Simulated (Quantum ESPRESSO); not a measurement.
**AlNi (Pm-3m): coupling and resistivity with EPW**

How strongly do phonons scatter the electrons of AlNi (Pm-3m), and how dense must the meshes be?

Main program and level: Quantum ESPRESSO 7.5; DFT LDA, scalar-relativistic, plane waves, PseudoDojo 0.4.1 norm-conserving pseudopotentials.

### Step 1. Set-up

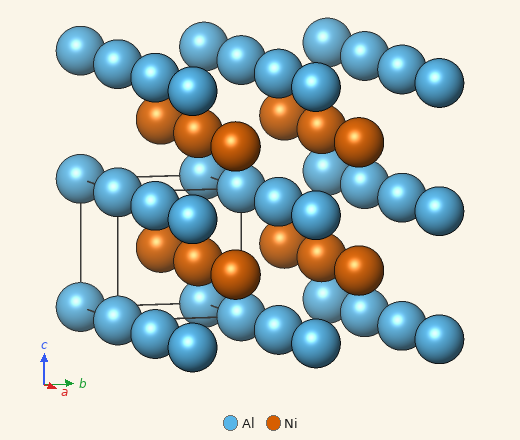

Start, viewed slightly off an axis; aluminium blue, nickel orange. 3×2×2 cells are drawn. Some periodic images of atoms are drawn too.

### Step 2. Relaxation

The cell is relaxed under the functional used for all that follows.

File relax.in:

```
 &control
    calculation='vc-relax',
    prefix='x',
    outdir='./tmp',
    pseudo_dir='./pseudo',
    tprnfor=.true.,
    tstress=.true.,
    etot_conv_thr=1.0d-05,
    forc_conv_thr=4.0d-04,
 /
 &system
    ibrav=0,
    nat=2,
    ntyp=2,
    ecutwfc=98.0,
    occupations='smearing',
    smearing='mv',
    degauss=0.02,
 /
 &electrons
    conv_thr=1.0d-11,
 /
 &ions
 /
 &cell
    press_conv_thr=0.4,
 /
ATOMIC_SPECIES
 Al     26.9815  Al.upf
 Ni     58.6934  Ni.upf
CELL_PARAMETERS angstrom
     2.881000000    0.000000000    0.000000000
     0.000000000    2.881000000    0.000000000
     0.000000000    0.000000000    2.881000000
ATOMIC_POSITIONS crystal
 Al     0.000000000   0.000000000   0.000000000
 Ni     0.500000000   0.500000000   0.500000000
K_POINTS automatic
 9 9 9 0 0 0
```

Started as:

```sh
$ OMP_NUM_THREADS=1 mpirun -n 8 pw.x -nk 8 -in relax.in > relax.out
```

The log of the run:

```text
Program PWSCF v.7.5

     This program is part of the open-source Quantum ESPRESSO suite
     for quantum simulation of materials; please cite
         "P. Giannozzi et al., J. Phys.:Condens. Matter 21 395502 (2009);
         "P. Giannozzi et al., J. Phys.:Condens. Matter 29 465901 (2017);
         "P. Giannozzi et al., J. Chem. Phys. 152 154105 (2020);
     in publications or presentations arising from this work. More details at

     Message from routine setup:
     using ibrav=0 with symmetry is DISCOURAGED, use correct ibrav instead

     G-vector sticks info
     --------------------
     sticks:   dense  smooth     PW     G-vecs:    dense   smooth      PW
     Sum         933     933    277                21247    21247    3407

     Using Slab Decomposition

     bravais-lattice index     =            0
     lattice parameter (alat)  =       5.4443  a.u.
     unit-cell volume          =     161.3713 (a.u.)^3
     number of atoms/cell      =            2
     number of atomic types    =            2
     number of electrons       =        21.00
     number of Kohn-Sham states=           15
     kinetic-energy cutoff     =      98.0000  Ry
     charge density cutoff     =     392.0000  Ry
     scf convergence threshold =      1.0E-11
     mixing beta               =       0.7000
     number of iterations used =            8  plain     mixing
     energy convergence thresh.=      1.0E-05
     force convergence thresh. =      4.0E-04
     press convergence thresh. =      4.0E-01
     Exchange-correlation= SLA  PW   NOGX NOGC
                           (   1   4   0   0   0   0   0)
     nstep                     =           50

     celldm(1)=   5.444301  celldm(2)=   0.000000  celldm(3)=   0.000000
     celldm(4)=   0.000000  celldm(5)=   0.000000  celldm(6)=   0.000000

     crystal axes: (cart. coord. in units of alat)
               a(1) = (   1.000000   0.000000   0.000000 )
               a(2) = (   0.000000   1.000000   0.000000 )
               a(3) = (   0.000000   0.000000   1.000000 )
[...]
estimated scf accuracy    <       0.00000854 Ry
     estimated scf accuracy    <       0.00000019 Ry
     estimated scf accuracy    <       0.00000002 Ry
     estimated scf accuracy    <       0.00000001 Ry
     estimated scf accuracy    <          6.9E-09 Ry
     estimated scf accuracy    <          1.0E-10 Ry
     estimated scf accuracy    <          3.8E-11 Ry
     number of Kohn-Sham states=           15
     number of k points=    35  Marzari-Vanderbilt smearing, width (Ry)=  0.0200
     estimated scf accuracy    <       0.15491148 Ry
     estimated scf accuracy    <       1.40603626 Ry
     estimated scf accuracy    <       0.00334240 Ry
     estimated scf accuracy    <       0.00026474 Ry
     estimated scf accuracy    <       0.00000391 Ry
     estimated scf accuracy    <       0.00000194 Ry
     estimated scf accuracy    <       0.00000001 Ry
     estimated scf accuracy    <          4.2E-09 Ry
     estimated scf accuracy    <          2.7E-09 Ry
     estimated scf accuracy    <          6.5E-11 Ry
     estimated scf accuracy    <          1.6E-12 Ry
     the Fermi energy is    14.7914 ev
!    total energy              =    -340.16410321 Ry
     estimated scf accuracy    <          4.0E-15 Ry
     convergence has been achieved in  12 iterations
          total   stress  (Ry/bohr**3)                   (kbar)     P=       -0.13
   JOB DONE.
```

Wall time 18 s (8 MPI ranks of Arm Neoverse V1, shared host); 2.3 min of CPU time.

This run has no spin polarisation, although Ni can carry a moment.

This step gave:

```
free energy     : -4628.1684 eV
pressure        : -0.01300 GPa
volume per atom : 11.31 Å³/atom
```

The volume ends at 11.31 Å³ an atom, -5.4 % from the start.

### Step 3. Ground state

Linear response needs a tightly converged ground state.

File scf.in:

```
 &control
    calculation='scf',
    prefix='x',
    outdir='./tmp',
    pseudo_dir='./pseudo',
    tprnfor=.true.,
    tstress=.true.,
 /
 &system
    ibrav=0,
    nat=2,
    ntyp=2,
    ecutwfc=98.0,
    occupations='smearing',
    smearing='mv',
    degauss=0.02,
 /
 &electrons
    conv_thr=1.0d-12,
 /
ATOMIC_SPECIES
 Al     26.9815  Al.upf
 Ni     58.6934  Ni.upf
CELL_PARAMETERS angstrom
     2.828234600    0.000000000    0.000000000
     0.000000000    2.828234600    0.000000000
     0.000000000    0.000000000    2.828234600
ATOMIC_POSITIONS crystal
 Al     0.000000000   0.000000000   0.000000000
 Ni     0.500000000   0.500000000   0.500000000
K_POINTS automatic
 9 9 9 0 0 0
```

Started as:

```sh
$ OMP_NUM_THREADS=1 mpirun -n 8 pw.x -nk 8 -in scf.in > scf.out
```

The log of the run:

```text
[banner, memory and clock lines left out]
[...]
number of Kohn-Sham states=           15
     number of k points=    35  Marzari-Vanderbilt smearing, width (Ry)=  0.0200
     estimated scf accuracy    <       0.15822742 Ry
     estimated scf accuracy    <       1.46579786 Ry
     estimated scf accuracy    <       0.00276126 Ry
     estimated scf accuracy    <       0.00035353 Ry
     estimated scf accuracy    <       0.00017392 Ry
     estimated scf accuracy    <       0.00002408 Ry
     estimated scf accuracy    <       0.00000524 Ry
     estimated scf accuracy    <       0.00000007 Ry
     estimated scf accuracy    <       0.00000003 Ry
     estimated scf accuracy    <          5.1E-09 Ry
     estimated scf accuracy    <          6.8E-12 Ry
     estimated scf accuracy    <          3.0E-11 Ry
     the Fermi energy is    14.7915 ev
!    total energy              =    -340.16410321 Ry
     estimated scf accuracy    <          9.0E-14 Ry
     convergence has been achieved in  13 iterations
          total   stress  (Ry/bohr**3)                   (kbar)     P=       -0.13
```

It took 4.7 s on 8 MPI ranks; 37 s of CPU time.

Numbers from this step:

* Fermi energy: 14.79 eV

The Fermi level lies at 14.79 eV and the pressure is -0.013 GPa.

(Continued in part 2 of 4.)

[The logs of pw.x and epw.x are selected lines.]

[Logs are printed without paths, hosts, clocks, repeated set-up lines and the standing remarks that a program may print on its own settings, such as how far it seeks lower states.]

[Hosts, paths, dates, database ids (printed as entryN), source tags and the programs' standing remarks are cut or masked in the printed files.]
